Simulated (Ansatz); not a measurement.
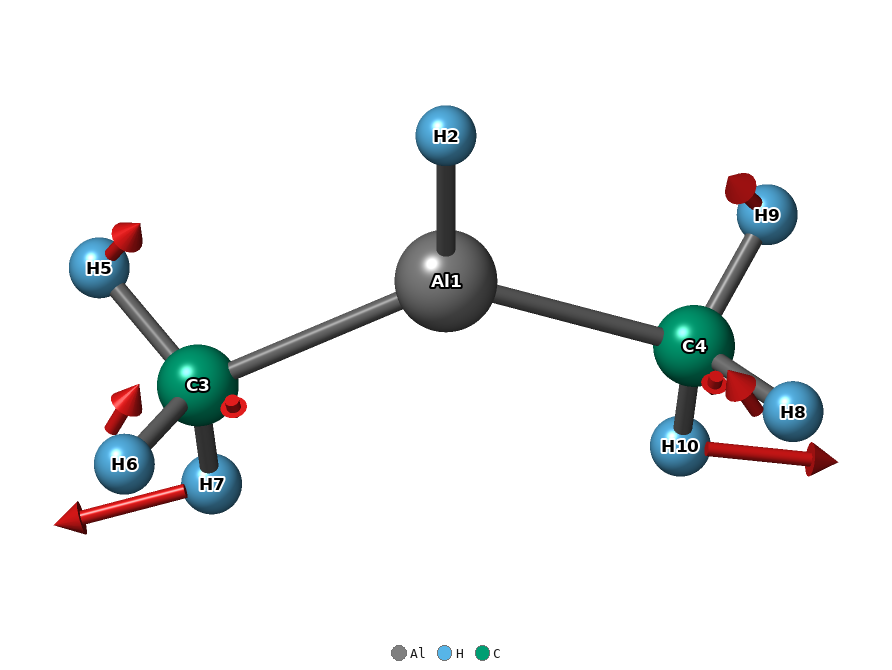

The arrows show one normal mode. Harmonic vibrations computed with RKS PBE0-D4/def2-TZVP (Ansatz 0.2.0) at a stationary point of the same level.

**What kind of motion is it?**

Mostly Al–C–H bending.

**At what wavenumber does it lie?**

739 cm⁻¹; it is mode 10 of 24 counted from the lowest.
